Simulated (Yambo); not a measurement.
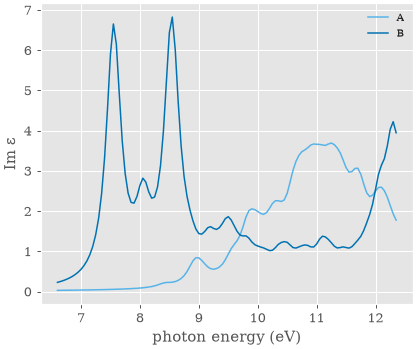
Figure. Two computed absorption spectra of KCl (rock salt, space group Fm-3m, No. 225) (Yambo, LDA bands with the same scissor, field along x)

Problem. Which curve includes the electron-hole attraction (BSE), and where are its main peaks?

Solution. Curve B: the attraction moves weight to lower energy (centre of the plotted range 9.3 eV against 10.8 eV). Its peaks lie at 7.5 eV, 8.1 eV, 8.6 eV, 12.3 eV. Settings: 8×8×8 mesh, 3 valence and 4 conduction bands, static screening with 30 bands and a 4 Ry block, scissor 3.30 eV, Tamm-Dancoff. The scissor comes from a G0W0 run whose convergence isn't established. Broadening 0.15 eV. The band window holds all transitions up to 12.4 eV. Fine structure above the onset can come from the mesh.

Geometry relaxed with LDA; primitive cell a = 4.296 Å, b = 4.296 Å, c = 4.296 Å, α = 60.00°, β = 60.00°, γ = 60.00°.
